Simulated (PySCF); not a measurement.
C3H7ClSi2, SMILES C[SiH2]C#C[SiH2]Cl at its CAM-B3LYP/def2-SVP optimised geometry (Å):

```
13

Si     2.4228    -0.3651    -0.0271
Cl     3.1103    -1.3636    -1.7008
C      0.5957    -0.3602    -0.0188
C     -0.6228    -0.3488     0.0000
Si    -2.4703    -0.3488     0.0000
C     -3.1106    -1.2641    -1.5016
H      2.9255     1.0270    -0.0741
H      2.9257    -1.0675     1.1756
H     -2.9257     1.0675     0.0000
H     -2.9256    -0.9979     1.2589
H     -4.2112    -1.2663    -1.5095
H     -2.7642    -2.3081    -1.5004
H     -2.7605    -0.7874    -2.4289
```

Computed with CAM-B3LYP/def2-TZVP run with PySCF.

Map of the deformation density (molecule minus spherical neutral atoms) (e/bohr³) on the plane z = 1.2 Å:

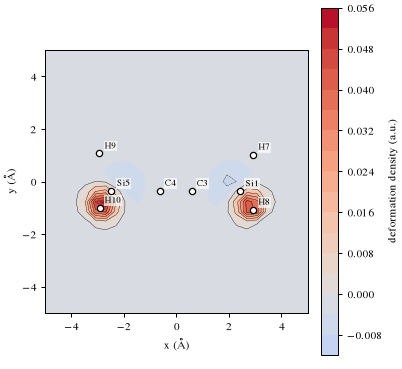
Figure. Deformation density (molecule minus spherical neutral atoms) (e/bohr³) on the plane z = 1.2 Å.
